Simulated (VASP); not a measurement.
Band structure of PtAl$_{2}$ (fluorite). All values below come from PBE GGA with spin-orbit coupling, VASP's PBE PAW potentials (set 64) (plane waves; VASP 6.6.1).

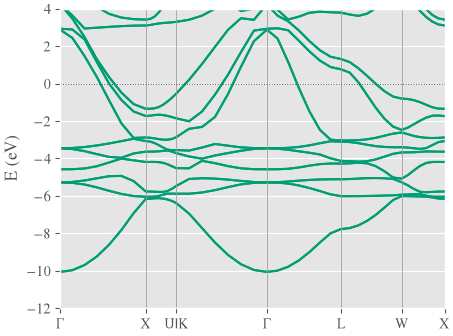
*Bands along high-symmetry lines, zero at the valence-band maximum or, without a gap, the Fermi level*

Q: Read the plot: is there a gap, and where are the band edges?

A: It has no gap at this level: it comes out as a metal or semimetal.

The compound is PtAl2 in the fluorite structure. It was relaxed first.
